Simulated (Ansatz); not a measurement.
# Ti (Ti, hcp): the cost of one run

Computed with Ansatz 0.2.0 (DFT revPBE, plane waves (420 eV) with PAW, scalar-relativistic; PAW files made under PBE, frozen cores solved again for the functional, unless a step says otherwise).

## 1. The system as given

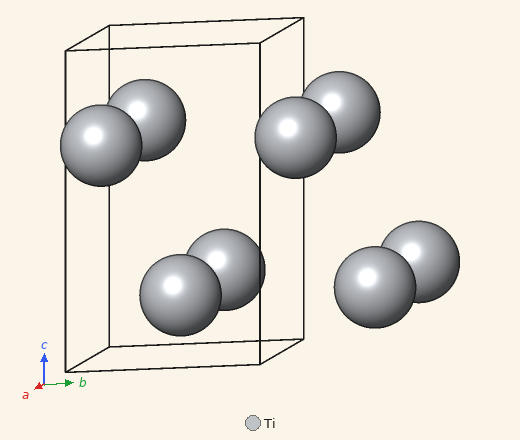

Start, viewed slightly off an axis; titanium light grey. 2×2×1 cells are drawn. Any atoms on the faces are drawn again on the opposite ones.

Structure file:

```
Ti
1.0
     2.95000    0.00000    0.00000
    -1.47500    2.55477    0.00000
     0.00000    0.00000    4.68600
Ti
2
Direct
  0.33333 0.66667 0.25000
  0.66667 0.33333 0.75000
```

The atoms start with moments of +1 ×2 μB.

## 2. Relaxation of the cell

input.yaml reads:

```yaml
crystal:
  lattice:
    - [2.9499978604, 0.0, 0.0]
    - [-1.4749989302, 2.5547730882, 0.0]
    - [0.0, 0.0, 4.686]
  atoms:
    - { symbol: Ti, position: [0.3333333333, 0.6666666667, 0.25], spin: 1.0 }
    - { symbol: Ti, position: [0.6666666667, 0.3333333333, 0.75], spin: 1.0 }
hamiltonian:
  xc: revpbe
  pseudopotentials:
    kind: paw
    azcp:
      Ti: "pseudopotentials/Ti.paw.azcp"
basis:
  ecutwfc: 420
  fft_grid_basis: typed
kpoints:
  mp_grid: { grid: [12, 12, 7], shift: [0, 0, 0] }
magnetization:
  spin_polarized: true
scf:
  occupations: { method: fermi_dirac, width: 0.05 }
relax:
  max_steps: 60
  f_tol: 0.01
  cell: {}
```

**Question.** How long does this run take on 2 threads of an x86-64 CPU, shared host, and how much memory does it need?

About 30 s, with a peak of 0.52 GiB.
